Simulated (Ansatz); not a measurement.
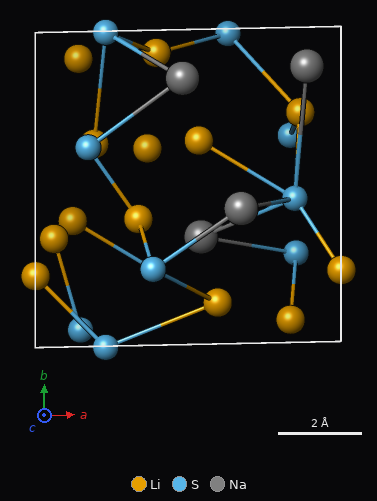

Starting frame of a dynamics run of an amorphous cell of composition NaLi3S2 (24 atoms in the cell). Style: ball-and-stick. Shown: the simulation cell, along the c axis. Bonds to atoms that aren't drawn are left out.

Computed with Ansatz, DFT PBE+D3(BJ), scalar-relativistic, plane waves, PAW.

Input file:
```yaml
crystal:
  lattice:
    - [7.42985, 0.077124, 0.083273]
    - [0.077124, 7.650792, 0.045255]
    - [0.083273, 0.045255, 7.355529]
  atoms:
    - { symbol: Li, position: [0.1932255777, 0.6429092064, 0.5236645441] }
    - { symbol: Li, position: [0.3960697748, 0.9277006152, 0.4437588305] }
    - { symbol: Li, position: [0.5969139658, 0.1313487471, 0.6997846397] }
    - { symbol: Li, position: [0.8352955847, 0.0721263723, 0.4142426266] }
    - { symbol: Li, position: [0.1228513965, 0.3992679067, 0.0302098622] }
    - { symbol: Li, position: [0.5351414056, 0.6469008952, 0.5910110276] }
    - { symbol: Li, position: [0.0618294811, 0.3439847793, 0.3869525748] }
    - { symbol: Li, position: [0.3669431791, 0.6251941541, 0.1960182942] }
    - { symbol: Li, position: [0.8668306001, 0.7303190361, 0.4258911456] }
    - { symbol: Li, position: [0.3374388215, 0.4015354482, 0.7392030478] }
    - { symbol: Li, position: [0.0013377794, 0.2266616677, 0.7221402903] }
    - { symbol: Li, position: [0.1412128082, 0.9139238053, 0.062544894] }
    - { symbol: S, position: [0.173046969, 0.631274765, 0.826689719] }
    - { symbol: S, position: [0.1483795433, 0.0527421051, 0.3268137156] }
    - { symbol: S, position: [0.6302851882, 0.9846259702, 0.198868367] }
    - { symbol: S, position: [0.2305763391, 0.9963057635, 0.700733569] }
    - { symbol: S, position: [0.8531600249, 0.2836510599, 0.16777161] }
    - { symbol: S, position: [0.3857217075, 0.240905885, 0.9967489695] }
    - { symbol: S, position: [0.8340798023, 0.6574274729, 0.1162054744] }
    - { symbol: S, position: [0.8493273136, 0.4571187005, 0.5801658413] }
    - { symbol: Na, position: [0.8887030919, 0.876392957, 0.773249502] }
    - { symbol: Na, position: [0.4818881745, 0.8454765314, 0.9082651903] }
    - { symbol: Na, position: [0.6736856073, 0.4281864855, 0.9089963368] }
    - { symbol: Na, position: [0.54250382, 0.3408991435, 0.387567047] }
  symmetry: { detect: false }
basis:
  ecutwfc: 320
  xc_grid: 1
kpoints:
  mp_grid: { grid: [1, 1, 1], shift: [0.25, 0.25, 0.25] }
hamiltonian:
  xc: pbe
  dispersion: d3bj
scf:
  occupations: { method: fermi_dirac, width: 0.1551 }
  lower_state_search: "off"
  convergence: { dr2_threshold: 1.0e-05 }
output:
  forces: true
  stress: true
md:
  timestep: 1.5
  n_steps: 24
  ensemble: nvt_langevin
  friction: 0.03
  temperature: 1800.0
  initial_velocities: maxwell_boltzmann
  seed: 93641
```

Command:
```bash
ansatz run input.yaml --threads 2 --pin off --max-ram 5120MiB --backend cpu --events-out ev --progress --plain --runs-dir out
```

Predict how the run goes.

Over the second half the temperature averages 1427 K (spread ±93 K). The potential energy is still drifting at the end, so the run hasn't reached equilibrium. The potential energy in the second half lies on average 21.1 meV per atom above the first frame. The mean pressure there is 4.2 GPa. In the second half of the run the atoms are, in the root-mean-square, this far from where they began (common drift taken out): Li 0.39 Å, Na 0.31 Å, S 0.26 Å. The run lasts only 36 fs, too short to tell vibration from diffusion.

Along the run (each row but the first and the last is the mean over the interval that it begins):

```csv
time (fs),potential energy (meV/atom),T (K),p (GPa)
0.0,0.0,1725,2.6
4.5,-3.5,1472,2.9
9.0,8.9,1324,3.3
13.5,24.3,1366,4.0
18.0,34.0,1372,4.4
22.5,30.1,1339,4.4
27.0,15.8,1495,4.1
31.5,8.2,1530,3.9
36.0,10.3,1349,3.6
```

The paths of the atoms:

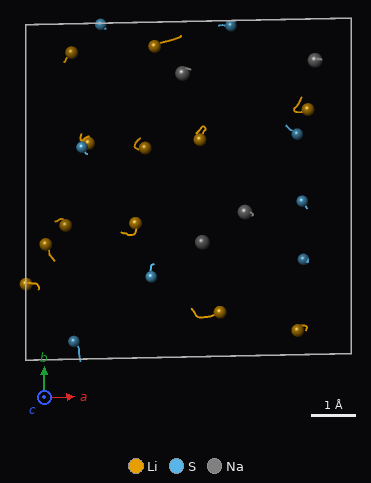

Limits of the set-up: the cutoff lies below the recommended one; the periodic images lie only 7.4 Å apart, so the values are limited by the cell's size.
